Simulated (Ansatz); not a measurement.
**SnO2 (Cassiterite): the gap up the ladder of methods**

Wanted: a ladder of band gaps for SnO2 (Cassiterite), from density functionals to G0W0.

Main program and level: Ansatz 0.2.0; density functionals, hybrids and G0W0, plane waves, PAW.

**Experimental background.**

- Gap 3.6 eV: experimental gap quoted from earlier work; bulk crystal (quoted in “Study on the Photocatalytic Properties of Flower-Shaped SnO2”, 2022, pmc:9565917).

Report form: the programs' logs are mostly left out.

In doubt: masses and optical values from hybrid runs of this build are listed as unsure (step 9), which bears on the screening that GW takes from such a start.

## (1) Starting point

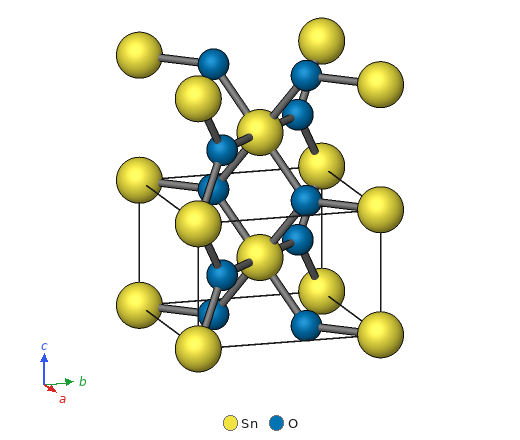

Start, viewed slightly off an axis; tin yellow, oxygen blue. 1×1×2 cells are drawn. Some periodic images of atoms are drawn too.

The cell and positions come from the Crystallography Open Database and are kept as given unless a step says otherwise. The default PAW set here is soft_2. Its files were made with PBE.

## (2) LDA on the 6×6×8 mesh

This step: DFT, LDA, plane waves, PAW.

input.yaml reads:

```yaml
crystal:
  lattice:
    - [4.738, 0.0, 0.0]
    - [0.0, 4.738, 0.0]
    - [0.0, 0.0, 3.1865]
  atoms:
    - { symbol: Sn, position: [0.0, 0.0, 0.0] }
    - { symbol: Sn, position: [0.5, 0.5, 0.5] }
    - { symbol: O, position: [0.3071, 0.3071, 0.0] }
    - { symbol: O, position: [0.1929, 0.8071, 0.5] }
    - { symbol: O, position: [0.6929, 0.6929, 0.0] }
    - { symbol: O, position: [0.8071, 0.1929, 0.5] }
kpoints:
  mp_grid: { grid: [6, 6, 8] }
  band_path:
    path:
      - [0.0, 0.0, 0.0]
      - [0.0, 0.5, 0.0]
      - [0.5, 0.5, 0.0]
      - [0.0, 0.0, 0.5]
      - [0.0, 0.5, 0.5]
      - [0.5, 0.5, 0.5]
    npoints: 1
hamiltonian:
  xc: lda
scf:
  occupations: { method: fixed }
  n_extra_bands: 6
output:
  eigenvalues: true
  forces: true
  stress: true
```

Launch:

```console
ansatz run input.yaml --threads 3 --pin off --max-ram 64512MiB --backend cuda --events-out ev --progress --plain --runs-dir out --devices 1 --max-vram 24GiB  # rebuilt from the run's record
```

The job ended after 3.4 s (1 × NVIDIA H100 80GB HBM3 (shared by 3 runs) with 3 threads of AMD EPYC 7R13 (Zen 3), shared host; peak memory 0.97 GiB; 3.8 s of CPU time).

This step gave:

```yaml
pressure: -0.7375 GPa
gap: 1.134 eV
valence_top_at: Γ
conduction_bottom_at: Γ
least_direct_gap: 1.134 eV
```

Over mesh and listed points the gap is 1.134 eV, direct, at k = Γ.

## (3) PBE on the 6×6×8 mesh

Levels along a band path and on the mesh show where this functional puts the band edges.

This step: DFT, PBE, plane waves, PAW.

input.yaml, as its differences from that of step 2:

```diff
@@ -16,13 +16,10 @@
     path:
-      - [0.0, 0.0, 0.0]
-      - [0.0, 0.5, 0.0]
-      - [0.5, 0.5, 0.0]
-      - [0.0, 0.0, 0.5]
-      - [0.0, 0.5, 0.5]
-      - [0.5, 0.5, 0.5]
-    npoints: 1
+      - [[0.0, 0.0, 0.0], [0.0, 0.5, 0.0], [0.5, 0.5, 0.0], [0.0, 0.0, 0.0], [0.0, 0.0, 0.5], [0.0, 0.5, 0.5], [0.5, 0.5, 0.5], [0.0, 0.0, 0.5]]
+      - [[0.0, 0.5, 0.0], [0.0, 0.5, 0.5]]
+      - [[0.5, 0.5, 0.0], [0.5, 0.5, 0.5]]
+    npoints: 10
 hamiltonian:
-  xc: lda
+  xc: pbe
 scf:
-  occupations: { method: fixed }
+  occupations: { method: fermi_dirac, width: 0.02 }
   n_extra_bands: 6
@@ -32 +29,5 @@
   stress: true
+  write_density: true
+  write_potential: true
+  elf: true
+  volumetric_format: npy
```

Run time: 4.1 s. Hardware: 1 × NVIDIA H100 80GB HBM3 (shared by 3 runs) with 3 threads; peak memory 0.97 GiB; 4.9 s of CPU time.

This step gave:

```
pressure             : 11.08 GPa
filled bands         : 26
gap                  : 1.282 eV
valence top at       : Γ
conduction bottom at : Γ
least direct gap     : 1.282 eV
```

Over mesh and path the gap is 1.282 eV, direct, at k = Γ. The pressure in this cell is 11 GPa; the cell is kept. PBE against LDA: 1.282 − 1.134 = +0.148 eV, with the same mesh, files and cutoff, and both edges at the same k points.

## (4) PBE+SOC on the 6×6×8 mesh

This run has two-component orbitals with spin-orbit coupling.

This step: DFT, PBE with spin-orbit coupling, plane waves, PAW.

input.yaml, the sections that differ from step 3:

```yaml
kpoints:
  mp_grid: { grid: [6, 6, 8] }
  band_path:
    path:
      - [0.0, 0.0, 0.0]
      - [0.0, 0.5, 0.0]
      - [0.5, 0.5, 0.0]
      - [0.0, 0.0, 0.5]
      - [0.0, 0.5, 0.5]
      - [0.5, 0.5, 0.5]
    npoints: 1
scf:
  occupations: { method: fermi_dirac, width: 0.02 }
  n_extra_bands: 12
magnetization:
  noncollinear: true
  spin_orbit: true
output:
  eigenvalues: true
  forces: true
  stress: true
# crystal, hamiltonian: as in step 3
```

Run time: 6.2 s. Hardware: 1 × NVIDIA H100 80GB HBM3 (shared by 3 runs) with 3 threads; peak memory 0.99 GiB; 8.2 s of CPU time.

This step gave:

| Item | Value |
| --- | --- |
| pressure | 11.04 GPa |
| gap | 1.288 eV |
| valence top at | Γ |
| conduction bottom at | Γ |
| least direct gap | 1.288 eV |

Over mesh and listed points the gap is 1.288 eV, direct, at k = Γ. The pressure in this cell is 11 GPa; the cell is kept. PBE+SOC against PBE: 1.288 − 1.282 = +0.006 eV, with the same mesh, set of files (read in its fully relativistic form for the spin-orbit run) and cutoff, and both edges at the same k points. The spin-orbit run sees mesh and listed points alone, so its gap is an upper bound: the coupling can move an edge off these points, and the change over the zone, its sign included where it is small, is not known.

## (5) HSE06 on the 4×4×4 mesh

HSE06 mixes in a quarter of exact exchange at short range.

This step: DFT, HSE06, plane waves, PAW.

input.yaml, as its differences from that of step 4:

```diff
@@ -13,3 +13,3 @@
 kpoints:
-  mp_grid: { grid: [6, 6, 8] }
+  mp_grid: { grid: [4, 4, 4] }
   band_path:
@@ -24,12 +24,7 @@
 hamiltonian:
-  xc: pbe
+  xc: hse06
 scf:
-  occupations: { method: fermi_dirac, width: 0.02 }
-  n_extra_bands: 12
-magnetization:
-  noncollinear: true
-  spin_orbit: true
+  occupations: { method: fixed }
+  n_extra_bands: 6
 output:
   eigenvalues: true
-  forces: true
-  stress: true
```

It took 21 s on 1 × NVIDIA H100 80GB HBM3 (shared by 3 runs) with 3 threads; peak memory 1.3 GiB; 28 s of CPU time.

Numbers from this step:

| Property | Result |
| --- | --- |
| gap | 3.041 eV |
| valence top at | Γ |
| conduction bottom at | Γ |
| least direct gap | 3.041 eV |
| exact-exchange fraction | 0.25 |

Over mesh and listed points the gap is 3.041 eV, direct, at k = Γ. HSE06 against PBE: 3.041 − 1.282 = +1.759 eV. The runs also differ in mesh (6×6×8 and 4×4×4), so how much of this comes from the functional alone is not known.

## (6) PBE0 on the 4×4×4 mesh

PBE0 mixes in a quarter of exact exchange at all distances.

This step: DFT, PBE0, plane waves, PAW.

input.yaml, as its differences from that of step 5:

```diff
@@ -24,3 +24,3 @@
 hamiltonian:
-  xc: hse06
+  xc: pbe0
 scf:
```

Elapsed: 16 s, on 1 × NVIDIA H100 80GB HBM3 (shared by 3 runs) with 3 threads; peak memory 1.3 GiB; 19 s of CPU time.

This step gave:

```yaml
gap: 3.764 eV
valence_top_at: Γ
conduction_bottom_at: Γ
least_direct_gap: 3.764 eV
exact_exchange_fraction: 0.25
```

Over mesh and listed points the gap is 3.764 eV, direct, at k = Γ. PBE0 against HSE06: 3.764 − 3.041 = +0.723 eV, with the same mesh, files and cutoff, and both edges at the same k points.

## (7) DDH-PBE0 on the 4×4×4 mesh

The input asks for a share of exact exchange of one over the crystal's ε∞, which the program works out first.

This step: DFT, dielectric-dependent PBE0 (fraction 1/eps_inf of PBE), plane waves, PAW.

input.yaml, as its differences from that of step 6:

```diff
@@ -12,2 +12,3 @@
     - { symbol: O, position: [0.8071, 0.1929, 0.5] }
+  host: atoms
 kpoints:
@@ -24,3 +25,6 @@
 hamiltonian:
-  xc: pbe0
+  xc:
+    exchange: pbe
+    correlation: pbe
+    exx: { coeff: inverse_dielectric }
 scf:
```

Run time: 21 s. Hardware: 1 × NVIDIA H100 80GB HBM3 (shared by 3 runs) with 3 threads; peak memory 1.5 GiB; 35 s of CPU time.

Numbers from this step:

```yaml
gap: 3.504 eV
valence_top_at: Γ
conduction_bottom_at: Γ
least_direct_gap: 3.504 eV
exact_exchange_fraction: 0.2248
```

Over mesh and listed points the gap is 3.504 eV, direct, at k = Γ. DDH-PBE0 against PBE0: 3.504 − 3.764 = −0.260 eV, with the same mesh, files and cutoff, and both edges at the same k points.

## (8) G0W0@PBE, 4×4×6 mesh, 566 empty bands, screening to 230 eV

G0W0 replaces the xc potential by a self-energy built once from the orbitals of the start. Levels are corrected in the window of bands that the input names, at points of the mesh.

This step: G0W0 on PBE, plane waves, PAW.

input.yaml reads:

```yaml
crystal:
  lattice:
    - [4.738, 0.0, 0.0]
    - [0.0, 4.738, 0.0]
    - [0.0, 0.0, 3.1865]
  atoms:
    - { symbol: Sn, position: [0.0, 0.0, 0.0] }
    - { symbol: Sn, position: [0.5, 0.5, 0.5] }
    - { symbol: O, position: [0.3071, 0.3071, 0.0] }
    - { symbol: O, position: [0.1929, 0.8071, 0.5] }
    - { symbol: O, position: [0.6929, 0.6929, 0.0] }
    - { symbol: O, position: [0.8071, 0.1929, 0.5] }
kpoints:
  mp_grid: { grid: [4, 4, 6] }
hamiltonian:
  xc: pbe
scf:
  occupations: { method: fixed }
gw:
  n_empty_bands: 566
  ecut_chi: 230.0
  qp_bands: [v2, c2]
  qp_kpoints: band_edges
  screening: { model: contour_deformation }
```

Run time: 32 s. Hardware: 1 × NVIDIA H100 80GB HBM3 (shared by 3 runs) with 3 threads; peak memory 2.8 GiB; 57 s of CPU time.

Numbers from this step:

```
bands summed                                    : 592
RPA ε∞ on this mesh (eigenvalues)               : 4.309, 4.309, 4.533
plane waves in the screening matrix             : 563
G0W0 gap over the corrected points              : 2.845 eV
k of the valence top                            : 0, 0, 0
k of the conduction bottom                      : 0, 0, 0
starting gap on the mesh                        : 1.282 eV
Z at the valence top                            : 0.7493
Z at the conduction bottom                      : 0.8215
least direct G0W0 gap over the corrected points : 2.845 eV
```

Over 11 of 24 irreducible mesh points the G0W0 gap is 2.845 eV, direct, at k = Γ. The PBE gap of this run on the mesh is 1.282 eV. The two states that bound the G0W0 gap lie that far apart at the start, so the correction of the gap is 2.845 − 1.282 = +1.563 eV.

## (9) G0W0@HSE06, 4×4×6 mesh, 566 empty bands, screening to 230 eV

This step: G0W0 on HSE06, plane waves, PAW.

input.yaml, as its differences from that of step 8:

```diff
@@ -15,3 +15,3 @@
 hamiltonian:
-  xc: pbe
+  xc: hse06
 scf:
```

Wall time 97 s (1 × NVIDIA H100 80GB HBM3 (shared by 3 runs) with 3 threads); peak memory 3.1 GiB; 2.2 min of CPU time.

This step gave:

```
bands summed                                    : 592
RPA ε∞ on this mesh (eigenvalues)               : 3.315, 3.315, 3.620
plane waves in the screening matrix             : 563
G0W0 gap over the corrected points              : 3.756 eV
k of the valence top                            : 0, 0, 0
k of the conduction bottom                      : 0, 0, 0
starting gap on the mesh                        : 3.040 eV
Z at the valence top                            : 0.7889
Z at the conduction bottom                      : 0.8524
least direct G0W0 gap over the corrected points : 3.756 eV
```

Over 13 of 24 irreducible mesh points the G0W0 gap is 3.756 eV, direct, at k = Γ. The HSE06 gap of this run on the mesh is 3.040 eV. The two states that bound the G0W0 gap lie that far apart at the start, so the correction of the gap is 3.756 − 3.040 = +0.716 eV. G0W0@HSE06 against G0W0@PBE with 592 bands: 3.756 − 2.845 = +0.911 eV, with the same mesh, files and cutoffs, and both edges at the same k points.

## (10) G0W0@LDA, 4×4×6 mesh, 566 empty bands, screening to 230 eV

This step: G0W0 on LDA, plane waves, PAW.

input.yaml, as its differences from that of step 9:

```diff
@@ -15,3 +15,3 @@
 hamiltonian:
-  xc: hse06
+  xc: lda
 scf:
```

The job ended after 32 s (1 × NVIDIA H100 80GB HBM3 (shared by 3 runs) with 3 threads; peak memory 2.8 GiB; 57 s of CPU time).

Numbers from this step:

```
bands summed                                    : 592
RPA ε∞ on this mesh (eigenvalues)               : 4.513, 4.513, 4.705
plane waves in the screening matrix             : 563
G0W0 gap over the corrected points              : 2.839 eV
k of the valence top                            : 0, 0, 0
k of the conduction bottom                      : 0, 0, 0
starting gap on the mesh                        : 1.134 eV
Z at the valence top                            : 0.7459
Z at the conduction bottom                      : 0.8175
least direct G0W0 gap over the corrected points : 2.839 eV
```

Over 11 of 24 irreducible mesh points the G0W0 gap is 2.839 eV, direct, at k = Γ. The LDA gap of this run on the mesh is 1.134 eV. The two states that bound the G0W0 gap lie that far apart at the start, so the correction of the gap is 2.839 − 1.134 = +1.705 eV. G0W0@LDA against G0W0@HSE06 with 592 bands: 2.839 − 3.756 = −0.917 eV, with the same mesh, files and cutoffs, and both edges at the same k points. The program marks 2 of the 44 corrected levels as in doubt (Σc rises), neither edge state among them.

(Part 1 of 2 ends here.)

[Paths, hosts, dates, memory and timing lines, banners, echoed tables and standing remarks are left out of the program output.]

[Logs are printed without paths, hosts, clocks, repeated set-up lines and the standing remarks that a program may print on its own settings, such as how far it seeks lower states.]

[Runs of the session that timed out or met a known fault of the program may be left out.]

[Cells called generated may have been cut or substituted from an entry of the Crystallography Open Database or the Materials Project.]

[Hosts, paths, dates, database ids (printed as entryN), source tags and the programs' standing remarks are cut or masked in the printed files.]

[Where an RPA ε∞ is given, it is that of the G0W0 mesh and is not shown converged in it. Names of k-points follow the symmetry that the program found, which can be lower than the space group named. Band edges on a path are those of the sampled points; other points can move an edge, and change direct to indirect where valleys lie close.]

[Hybrid gaps are those of their k-mesh and are not shown converged in it.]
